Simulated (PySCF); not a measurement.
Consider C4H11ClP2Si (SMILES P[Si](P)(Cl)CC1CC1).

Input

```
{"job": {"kind": "nmr", "xc": "PBE0", "basis": "pcSseg-1"}, "charge": 0, "multiplicity": 1}
P     -1.747493     0.950343     1.622600
Si    -1.258511    -0.675025     0.109956
P     -2.838789    -1.351160    -1.384440
Cl    -0.747600    -2.325232     1.198549
C      0.259572    -0.080371    -0.900118
C      1.253649     0.642215    -0.027432
C      2.708132     0.663230    -0.390000
C      2.237590    -0.142951     0.783111
H     -2.182102     1.848888     0.657436
H     -3.037855     0.503956     1.868811
H     -3.442576    -0.106946    -1.474397
H     -3.727404    -1.776125    -0.410545
H     -0.072875     0.577658    -1.706274
H      0.739068    -0.939729    -1.369071
H      0.850181     1.539884     0.431635
H      3.017223     0.134659    -1.279304
H      3.274162     1.562878    -0.202690
H      2.224994    -1.217820     0.688458
H      2.480831     0.200900     1.776252
```

Launched as:

```sh
OMP_NUM_THREADS=1 python probes_run.py task.json out
```

Geometry: GFN2-xTB.

Theory: PBE0/pcSseg-1, SCF density, gas phase, non-relativistic in PySCF 2.14.0.

Question: What can the converged electron density and electron localisation function tell about the bonding?

Answer: C–C (1.51 Å): ρ at the midpoint is about 1.7 e/Å³; the ELF peaks at about 0.95 between the atoms, as expected for a shared electron pair.
C–Si (1.92 Å): the density is about 0.91 e/Å³ at the midpoint; the ELF peaks at about 0.95 between the atoms, as expected for a covalent bond.
Si–P (2.28 Å): ρ is about 0.72 e/Å³ halfway, with its minimum of 0.64 e/Å³ about 0.8 Å from Si; the ELF peaks at about 0.95 between the atoms (a covalent bond).
P–H (1.39 Å): ρ at the midpoint is about 1.1 e/Å³; the ELF climbs to about 1 towards the hydrogen, as it does in any bond to H.

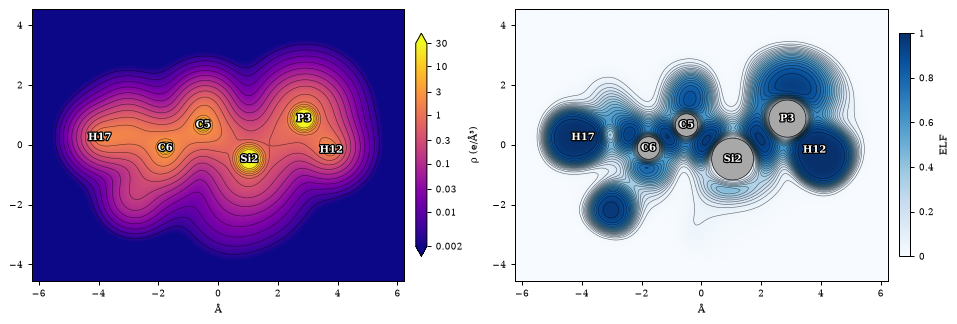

Computed electron density and electron localisation function on the plane of atoms Si2, P3 and H12, in this order. Grey discs cover the atomic cores in the ELF map. 
